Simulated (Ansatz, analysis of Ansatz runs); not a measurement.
# Y4S3N2 (C2/m), nudged elastic band: Cu_i hop between interstitial places (q = 0)

How high is the barrier when Cu changes place in Y4S3N2 (C2/m)? The case: Cu_i hop between interstitial places, charge 0, in a cell of 54 host atoms with 1 Cu put in.

Program: Ansatz 0.2.0. Level of theory: plane-wave PAW DFT, PBEsol; nudged elastic band between two relaxed defect structures. Results are calculated unless marked as measured.

## 1. Set-up

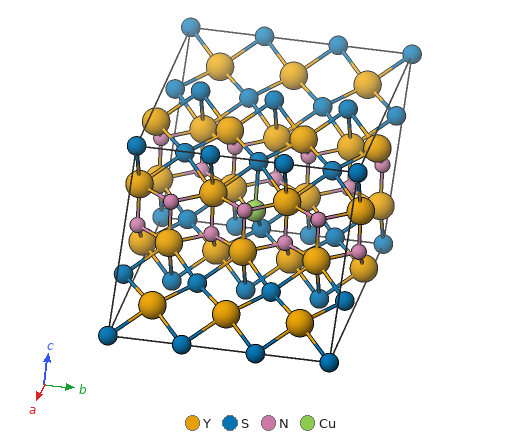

The starting structure, seen slightly off an axis (yttrium orange, sulfur blue, nitrogen pink, copper green). Some periodic images of atoms are drawn too.

The cell holds 55 atoms: 24 Y, 18 S, 12 N and 1 Cu. Its edges and angles: a = 12.778 Å, b = 11.374 Å, c = 9.763 Å, α = 90.0°, β = 128.5°, γ = 90.0°. It derives from Y4S3N2 (space group C2/m). Nearest the centre at fractional (0.000, 0.667, 0.500): Cu55 at 1.21 Å, S50 at 2.23 Å, S47 at 2.23 Å, Y37 at 3.27 Å, Y19 at 3.27 Å, Y40 at 3.27 Å, Y22 at 3.27 Å, N51 at 3.46 Å.

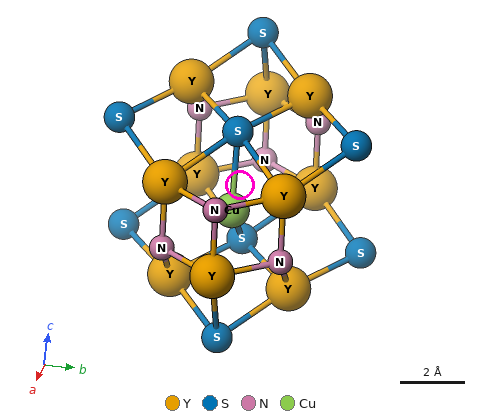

The atoms within 5 Å of the centre. A ring marks the centre wherever it is empty.

Coordinates:

```xyz
55
Lattice="12.7781 0.0000 -0.0248 0.0000 11.3745 0.0000 -6.0606 0.0000 7.6537" Properties=species:S:1:pos:R:3 pbc="T T T"
Y    -0.6153    1.8957    4.9602
Y     5.7738    0.0000    4.9478
Y     0.9438    0.0000    2.6811
Y     7.3328    1.8957    2.6687
Y     4.6955    0.0000    1.0893
Y    11.0845    1.8957    1.0769
Y    -4.3670    1.8957    6.5520
Y     2.0220    0.0000    6.5396
S     0.0000    0.0000    0.0000
S     6.3891    1.8957   -0.0124
S    -2.5264    0.0000    5.9982
S     3.8626    1.8957    5.9858
S     2.8549    1.8957    1.6431
S     9.2440    0.0000    1.6307
N    -0.3467    1.8957    2.7567
N     6.0423    0.0000    2.7443
N     0.6752    0.0000    4.8846
N     7.0643    1.8957    4.8722
Y    -0.6153    5.6872    4.9602
Y     5.7738    3.7915    4.9478
Y     0.9438    3.7915    2.6811
Y     7.3328    5.6872    2.6687
Y     4.6955    3.7915    1.0893
Y    11.0845    5.6872    1.0769
Y    -4.3670    5.6872    6.5520
Y     2.0220    3.7915    6.5396
S     0.0000    3.7915    0.0000
S     6.3891    5.6872   -0.0124
S    -2.5264    3.7915    5.9982
S     3.8626    5.6872    5.9858
S     2.8549    5.6872    1.6431
S     9.2440    3.7915    1.6307
N    -0.3467    5.6872    2.7567
N     6.0423    3.7915    2.7443
N     0.6752    3.7915    4.8846
N     7.0643    5.6872    4.8722
Y    -0.6153    9.4787    4.9602
Y     5.7738    7.5830    4.9478
Y     0.9438    7.5830    2.6811
Y     7.3328    9.4787    2.6687
Y     4.6955    7.5830    1.0893
Y    11.0845    9.4787    1.0769
Y    -4.3670    9.4787    6.5520
Y     2.0220    7.5830    6.5396
S     0.0000    7.5830    0.0000
S     6.3891    9.4787   -0.0124
S    -2.5264    7.5830    5.9982
S     3.8626    9.4787    5.9858
S     2.8549    9.4787    1.6431
S     9.2440    7.5830    1.6307
N    -0.3467    9.4787    2.7567
N     6.0423    7.5830    2.7443
N     0.6752    7.5830    4.8846
N     7.0643    9.4787    4.8722
Cu   -1.8549    7.5830    3.5484
```

The cell's shortest repeat is 9.8 Å.

## 2. Relaxation of the start point, charge 0

A barrier is counted from a minimum, so both ends are relaxed first. Small random displacements break the symmetry of the ideal sites, so that the defect can distort if it gains by it. The cell holds an odd number of electrons, so the run is spin-polarised with the moment held at 1 μB.

The input, q0_M1.start/input.yaml:

```yaml
crystal:
  lattice:
    - [12.77813411, 0.0, -0.02476517]
    - [0.0, 11.37446657, 0.0]
    - [-6.06062451, 0.0, 7.65368011]
  atoms:
    - { symbol: "Y", position: [0.25962613, 0.16666667, 0.64891759] }
    - { symbol: "Y", position: [0.75962613, 0.0, 0.64891759] }
    - { symbol: "Y", position: [0.24037387, 0.0, 0.35108241] }
    - { symbol: "Y", position: [0.74037387, 0.16666667, 0.35108241] }
    - { symbol: "Y", position: [0.43563346, 0.0, 0.14373378] }
    - { symbol: "Y", position: [0.93563346, 0.16666667, 0.14373378] }
    - { symbol: "Y", position: [0.06436654, 0.16666667, 0.85626622] }
    - { symbol: "Y", position: [0.56436654, 0.0, 0.85626622] }
    - { symbol: S, position: [0.0, 0.0, 0.0] }
    - { symbol: S, position: [0.5, 0.16666667, 0.0] }
    - { symbol: S, position: [0.17425595, 0.0, 0.78426088] }
    - { symbol: S, position: [0.67425595, 0.16666667, 0.78426088] }
    - { symbol: S, position: [0.32574405, 0.16666667, 0.21573912] }
    - { symbol: S, position: [0.82574405, 0.0, 0.21573912] }
    - { symbol: "N", position: [0.14391518, 0.16666667, 0.36064226] }
    - { symbol: "N", position: [0.64391518, 0.0, 0.36064226] }
    - { symbol: "N", position: [0.35608482, 0.0, 0.63935774] }
    - { symbol: "N", position: [0.85608482, 0.16666667, 0.63935774] }
    - { symbol: "Y", position: [0.25962613, 0.5, 0.64891759] }
    - { symbol: "Y", position: [0.75962613, 0.33333333, 0.64891759] }
    - { symbol: "Y", position: [0.24037387, 0.33333333, 0.35108241] }
    - { symbol: "Y", position: [0.74037387, 0.5, 0.35108241] }
    - { symbol: "Y", position: [0.43563346, 0.33333333, 0.14373378] }
    - { symbol: "Y", position: [0.93563346, 0.5, 0.14373378] }
    - { symbol: "Y", position: [0.06436654, 0.5, 0.85626622] }
    - { symbol: "Y", position: [0.56436654, 0.33333333, 0.85626622] }
    - { symbol: S, position: [0.0, 0.33333333, 0.0] }
    - { symbol: S, position: [0.5, 0.5, 0.0] }
    - { symbol: S, position: [0.17425595, 0.33333333, 0.78426088] }
    - { symbol: S, position: [0.67425595, 0.5, 0.78426088] }
    - { symbol: S, position: [0.32574405, 0.5, 0.21573912] }
    - { symbol: S, position: [0.82574405, 0.33333333, 0.21573912] }
    - { symbol: "N", position: [0.14391518, 0.5, 0.36064226] }
    - { symbol: "N", position: [0.64391518, 0.33333333, 0.36064226] }
    - { symbol: "N", position: [0.35608482, 0.33333333, 0.63935774] }
    - { symbol: "N", position: [0.85608482, 0.5, 0.63935774] }
    - { symbol: "Y", position: [0.25962613, 0.83333333, 0.64891759] }
    - { symbol: "Y", position: [0.75962613, 0.66666667, 0.64891759] }
    - { symbol: "Y", position: [0.24037387, 0.66666667, 0.35108241] }
    - { symbol: "Y", position: [0.74037387, 0.83333333, 0.35108241] }
    - { symbol: "Y", position: [0.43563346, 0.66666667, 0.14373378] }
    - { symbol: "Y", position: [0.93563346, 0.83333333, 0.14373378] }
    - { symbol: "Y", position: [0.06436654, 0.83333333, 0.85626622] }
    - { symbol: "Y", position: [0.56436654, 0.66666667, 0.85626622] }
    - { symbol: S, position: [0.0, 0.66666667, 0.0] }
    - { symbol: S, position: [0.5, 0.83333333, 0.0] }
    - { symbol: S, position: [0.17425595, 0.66666667, 0.78426088] }
    - { symbol: S, position: [0.67425595, 0.83333333, 0.78426088] }
    - { symbol: S, position: [0.32574405, 0.83333333, 0.21573912] }
    - { symbol: S, position: [0.82574405, 0.66666667, 0.21573912] }
    - { symbol: "N", position: [0.14391518, 0.83333333, 0.36064226] }
    - { symbol: "N", position: [0.64391518, 0.66666667, 0.36064226] }
    - { symbol: "N", position: [0.35608482, 0.66666667, 0.63935774] }
    - { symbol: "N", position: [0.85608482, 0.83333333, 0.63935774] }
    - { symbol: Cu, position: [0.074849, 0.666667, 0.46386] }
basis:
  ecutwfc: 420
  xc_grid: 2
hamiltonian:
  xc: pbesol
kpoints:
  mp_grid: { grid: [1, 1, 1], shift: [0.25, 0.25, 0.25] }
magnetization:
  spin_polarized: true
  initial_magnetization: 1
  spin_locking: { lock_magnetization: hard }
scf:
  occupations: { method: fixed }
  max_iter: 120
output:
  forces: true
relax:
  f_tol: 0.02
  max_steps: 70
  random_displacement: { amplitude: 0.03, seed: 3001 }
```

Started as:

```console
ansatz run input.yaml --threads 32 --pin off --max-ram 84787MiB --backend cuda --events-out ev --progress --plain --runs-dir out --max-vram 78GiB
```

What it wrote:

```text
[...]
Engine: ansatz 0.2.0, aarch64-unknown-linux-gnu
[...]
Pseudopotential: Y, paw, valence charge 11, recommended cutoff 420 eV (normal), Y.paw.azcp
Pseudopotential: S, paw, valence charge 6, recommended cutoff 420 eV (normal), S.paw.azcp
Pseudopotential: N, paw, valence charge 5, recommended cutoff 420 eV (normal), N.paw.azcp
Pseudopotential: Cu, paw, valence charge 19, recommended cutoff 420 eV (normal), Cu.paw.azcp
Functional definition: PBEsol
[...]
Crystal: 55 atoms, lattice volume = 1110.713 Å³
Basis set: ecut = 420 eV, 21699 PW (Γ), exchange–correlation on 180×160×144 points (8 copies of the dense FFT grid, shifted against one another)
[...]
spin=Collinear: Resta preconditioning applied to the charge; magnetization (m = ρ↑ − ρ↓) channel mixes plain (no charge-response kernel on spin).
SCF iter   2: F=—  HF=-118326.809862 eV  |F-HF|=—  |Δ(HF+E_count)|=    4.69e1  Δρ=7.04e-2 (↑6.94e-2 ↓7.04e-2)  dr2=1.87e2  dr2_m=1.84e-2  M=1.000 μB ∫|m|=1.008 μB  β_m=0.25  ethr=3.10e-3  ⟨swp⟩=7.5  H [...]
[...]
SCF iter  15: F=-118247.498150 eV  HF=-118247.498151 eV  |F-HF|=1.13e-6  |Δ(HF+E_count)|=   8.31e-7  Δρ=5.36e-6 (↑5.36e-6 ↓4.78e-6)  dr2=1.40e-6  dr2_m=9.32e-9  M=1.000 μB ∫|m|=1.078 μB  ethr=5.23e-10 [...]
SCF 1 converged in 15 iterations: F = -118247.498150 eV  dr2 = 1.40e-6
[...]
relax step   1: F+E_penalty+E_count = -118247.49814966 eV  Δ(F+E_penalty+E_count) = +0.000e0 eV  max|allowed force component| = 1.530e0 eV/Å  Δτ_max = 0.0000 Å  (15 SCF iters, dr2 threshold 1.00e-5 eV [...]
[...]
relax step   8: F+E_penalty+E_count = -118248.71718149 eV  Δ(F+E_penalty+E_count) = -4.601e-4 eV  max|allowed force component| = 1.372e-2 eV/Å  Δτ_max = 0.0120 Å  (7 SCF iters, accepted)
[...]
--- Relaxed structure (8 steps of the walk, 8 accepted, 0 SCFs on fresh bases) ---
[...]
```

Wall time 6.6 s (1 × NVIDIA GB200 with 32 threads of Arm Neoverse V2, shared host); peak memory 1.5 GiB; 29 s of CPU time.

Step by step:

```tsv
step	energy less that of the first step (eV)	largest force component (eV/Å)
1	0.0000	1.5296
2	-0.7708	1.1473
3	-1.1306	0.3734
4	-1.2020	0.1440
5	-1.2137	0.0704
6	-1.2166	0.0564
7	-1.2186	0.0289
8	-1.2190	0.0137
```

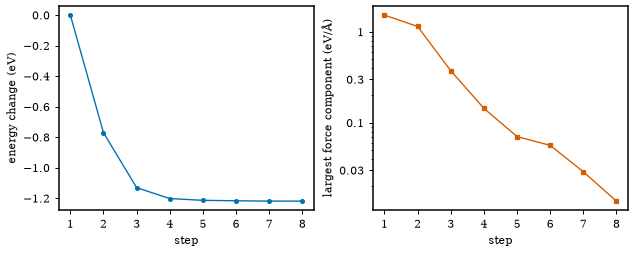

Energy and largest force along the relaxation.

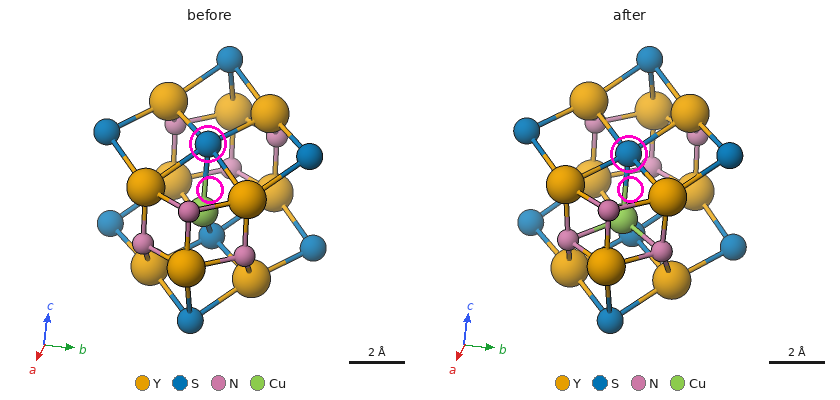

Before and after: the atoms that start within 5 Å of the centre. S47, which moves most, is ringed if it is among them. A ring with no atom in it marks the empty centre.

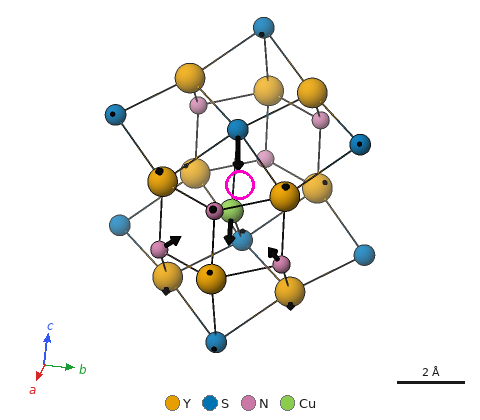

Displacements in the relaxation from the typed sites near the centre, exaggerated, the mean shift taken out; the longest in the cell stands for 0.46 Å. A ring marks the centre wherever it is empty.

The atoms that moved most (Å, from the sites as typed, ahead of the random displacement, the mean shift of all atoms taken out):

```tsv
atom	dx	dy	dz	length
S47	-0.058	0.001	-0.461	0.465
Cu55	-0.003	-0.016	-0.335	0.335
N33	-0.154	0.147	0.062	0.221
N51	-0.148	-0.145	0.061	0.216
Y24	0.000	-0.007	-0.102	0.102
Y19	0.038	-0.013	0.092	0.100
Y42	0.001	0.006	-0.098	0.099
Y37	0.036	0.012	0.087	0.095
```

Neighbours of Cu55 at the end:

```tsv
atom	distance (Å)
N33	2.236
S50	2.253
N51	2.267
S47	2.434
Y39	2.875
Y24	2.913
Y42	2.931
Y19	2.933
Y37	2.949
```

This step gave:

```yaml
free_energy: -118248.7172 eV
total_moment: 1 μB
integral_of_the_absolute_spin_density: 1.081 μB
spin_contamination: 7.14e-4
r_m_s_move_of_the_farther_half_of_the_atoms: 0.02731 Å
largest_move_from_the_ideal_geometry_of_this_structure_a_common_shift_of_the_far_atoms_taken_out: 0.4792 Å
```

The relaxation gained 1.219 eV and ended with a largest force component of 0.014 eV/Å.

## 3. Relaxation of the end point, charge 0

The end point is relaxed in the same cell and settings, so that the two energies compare. Atoms more than 3.2 Å from the middle of the hop start where the first relaxation left them, the nearer ones on or close to their ideal places, with small random displacements.

The input, q0_M1.end/input.yaml:

```yaml
crystal:
  lattice:
    - [12.77813411, 0.0, -0.02476517]
    - [0.0, 11.37446657, 0.0]
    - [-6.06062451, 0.0, 7.65368011]
  atoms:
    - { symbol: "Y", position: [0.25995098, 0.16665917, 0.64936699] }
    - { symbol: "Y", position: [0.75954602, 0.0011684, 0.64882116] }
    - { symbol: "Y", position: [0.23733925, -0.0007421, 0.35037804] }
    - { symbol: "Y", position: [0.74170669, 0.16668415, 0.35098563] }
    - { symbol: "Y", position: [0.43542323, 0.00082817, 0.14441091] }
    - { symbol: "Y", position: [0.93412132, 0.16666263, 0.13993406] }
    - { symbol: "Y", position: [0.06611752, 0.16667479, 0.85900945] }
    - { symbol: "Y", position: [0.56586775, 0.00092024, 0.85780564] }
    - { symbol: S, position: [0.00155637, -0.00059337, 0.00076509] }
    - { symbol: S, position: [0.49981628, 0.16674104, -0.00039867] }
    - { symbol: S, position: [0.17718146, 0.0003379, 0.78508643] }
    - { symbol: S, position: [0.67420544, 0.16651654, 0.78215793] }
    - { symbol: S, position: [0.32704232, 0.16675704, 0.223894] }
    - { symbol: S, position: [0.82472726, -0.0005018, 0.21430838] }
    - { symbol: "N", position: [0.14373193, 0.16666076, 0.359736] }
    - { symbol: "N", position: [0.64424665, 0.000577, 0.36037343] }
    - { symbol: "N", position: [0.35648963, -0.00015338, 0.63764456] }
    - { symbol: "N", position: [0.85760993, 0.16682233, 0.64046394] }
    - { symbol: "Y", position: [0.26762799, 0.49879958, 0.65927391] }
    - { symbol: "Y", position: [0.75939317, 0.33218997, 0.64869113] }
    - { symbol: "Y", position: [0.23720305, 0.33416613, 0.35024981] }
    - { symbol: "Y", position: [0.74268315, 0.497665, 0.35346743] }
    - { symbol: "Y", position: [0.43535973, 0.33252978, 0.14439883] }
    - { symbol: "Y", position: [0.92861147, 0.49934487, 0.12875221] }
    - { symbol: "Y", position: [0.0629117, 0.50043987, 0.8520148] }
    - { symbol: "Y", position: [0.56585698, 0.3323306, 0.85754343] }
    - { symbol: S, position: [0.00146137, 0.33375646, 0.00077002] }
    - { symbol: S, position: [0.50328235, 0.50069785, 0.00417009] }
    - { symbol: S, position: [0.1771435, 0.33291096, 0.78503644] }
    - { symbol: S, position: [0.67198095, 0.49940015, 0.77866211] }
    - { symbol: S, position: [0.32277192, 0.50080823, 0.21280688] }
    - { symbol: S, position: [0.82469817, 0.33388659, 0.21432988] }
    - { symbol: "N", position: [0.13503948, 0.51289476, 0.36708708] }
    - { symbol: "N", position: [0.64418885, 0.33260797, 0.36023186] }
    - { symbol: "N", position: [0.35655275, 0.33367124, 0.63740004] }
    - { symbol: "N", position: [0.85471832, 0.49905255, 0.6393935] }
    - { symbol: "Y", position: [0.26713022, 0.8343551, 0.65861014] }
    - { symbol: "Y", position: [0.75974368, 0.6667376, 0.64941337] }
    - { symbol: "Y", position: [0.24502635, 0.66667501, 0.35532243] }
    - { symbol: "Y", position: [0.74261156, 0.83565312, 0.35345787] }
    - { symbol: "Y", position: [0.44067787, 0.66662335, 0.1472028] }
    - { symbol: "Y", position: [0.92887893, 0.83383279, 0.12918828] }
    - { symbol: "Y", position: [0.06307047, 0.83308331, 0.85229176] }
    - { symbol: "Y", position: [0.56911233, 0.66665504, 0.86046152] }
    - { symbol: S, position: [0.0020697, 0.66667633, -0.00314833] }
    - { symbol: S, position: [0.50296732, 0.83257433, 0.00397578] }
    - { symbol: S, position: [0.17425595, 0.66666667, 0.78426088] }
    - { symbol: S, position: [0.67212479, 0.83390655, 0.77895363] }
    - { symbol: S, position: [0.32295819, 0.8326952, 0.21312737] }
    - { symbol: S, position: [0.82574405, 0.66666667, 0.21573912] }
    - { symbol: "N", position: [0.13534074, 0.82059154, 0.36686737] }
    - { symbol: "N", position: [0.64486236, 0.66658249, 0.36099295] }
    - { symbol: "N", position: [0.3644968, 0.66674561, 0.64476535] }
    - { symbol: "N", position: [0.85477874, 0.83425385, 0.63944831] }
    - { symbol: Cu, position: [-0.0748, 0.6667, 0.5361] }
basis:
  ecutwfc: 420
  xc_grid: 2
hamiltonian:
  xc: pbesol
kpoints:
  mp_grid: { grid: [1, 1, 1], shift: [0.25, 0.25, 0.25] }
magnetization:
  spin_polarized: true
  initial_magnetization: 1
  spin_locking: { lock_magnetization: hard }
scf:
  occupations: { method: fixed }
  max_iter: 120
output:
  forces: true
relax:
  f_tol: 0.02
  max_steps: 70
  random_displacement: { amplitude: 0.01, seed: 3001 }
```

What it wrote:

```text
[...]
Crystal: 55 atoms, lattice volume = 1110.713 Å³
Basis set: ecut = 420 eV, 21699 PW (Γ), exchange–correlation on 180×160×144 points (8 copies of the dense FFT grid, shifted against one another)
[...]
SCF iter   2: F=—  HF=-118328.791819 eV  |F-HF|=—  |Δ(HF+E_count)|=    4.87e1  Δρ=7.11e-2 (↑7.03e-2 ↓7.11e-2)  dr2=1.93e2  dr2_m=1.56e-2  M=1.000 μB ∫|m|=1.008 μB  β_m=0.25  ethr=3.10e-3  ⟨swp⟩=7.0  H [...]
[...]
SCF iter  15: F=-118247.221140 eV  HF=-118247.221141 eV  |F-HF|=7.30e-7  |Δ(HF+E_count)|=   2.27e-7  Δρ=5.69e-6 (↑5.48e-6 ↓5.69e-6)  dr2=1.51e-6  dr2_m=3.27e-8  M=1.000 μB ∫|m|=1.079 μB  ethr=1.73e-9  [...]
SCF 1 converged in 15 iterations: F = -118247.221140 eV  dr2 = 1.51e-6
[...]
relax step   1: F+E_penalty+E_count = -118247.22113980 eV  Δ(F+E_penalty+E_count) = +0.000e0 eV  max|allowed force component| = 1.382e0 eV/Å  Δτ_max = 0.0000 Å  (15 SCF iters, dr2 threshold 1.00e-5 eV [...]
[...]
relax step   9: F+E_penalty+E_count = -118248.71745607 eV  Δ(F+E_penalty+E_count) = -7.770e-4 eV  max|allowed force component| = 1.194e-2 eV/Å  Δτ_max = 0.0197 Å  (8 SCF iters, accepted)
[...]
--- Relaxed structure (9 steps of the walk, 8 accepted, 0 SCFs on fresh bases) ---
[...]
```

The job ended after 7.7 s (1 × NVIDIA GB200 with 32 threads; peak memory 1.6 GiB; 35 s of CPU time).

The steps of the relaxation:

```tsv
step	energy less that of the first step (eV)	largest force component (eV/Å)
1	0.0000	1.3824
2	-1.0373	0.8429
3	-1.3875	0.3580
4	-1.4361	0.3309
5	-1.4842	0.1348
6	-1.4901	0.0958
7	-1.4955	0.0336
8	-1.4937	0.0462
9	-1.4963	0.0119
```

Relaxation step 8 was tried and not accepted.

The atoms that moved most (Å, from the sites as typed, ahead of the random displacement):

```tsv
atom	dx	dy	dz	length
S50	0.060	-0.001	0.462	0.466
Cu55	0.007	0.044	0.334	0.336
N54	0.179	-0.159	-0.064	0.248
N33	0.173	-0.158	-0.061	0.242
N51	0.168	0.155	-0.060	0.236
N36	0.161	0.150	-0.058	0.228
Y43	-0.004	0.011	0.138	0.138
Y24	-0.005	0.010	0.134	0.134
```

Neighbours of Cu55 at the end:

```tsv
atom	distance (Å)
N54	2.211
S47	2.253
N36	2.299
S50	2.432
Y38	2.877
Y43	2.901
Y40	2.918
Y25	2.949
Y22	2.964
```

Read from the output:

```
free energy                                                                                       : -118248.7175 eV
total moment                                                                                      : 1 μB
integral of the absolute spin density                                                             : 1.081 μB
spin contamination                                                                                : 7.14e-4
r.m.s. move of the farther half of the atoms                                                      : 0.02805 Å
largest move from the ideal geometry of this structure, a common shift of the far atoms taken out : 0.4787 Å
```

The relaxation gained 1.496 eV and ended with a largest force component of 0.012 eV/Å. The end lies within 1 meV of the start.

[end of part 1 of 3]

[Logs are printed without paths, hosts, clocks, repeated set-up lines and the standing remarks that a program may print on its own settings, such as how far it seeks lower states.]

[Hosts, paths, dates, database ids (printed as entryN), source tags and the programs' standing remarks are cut or masked in the printed files.]
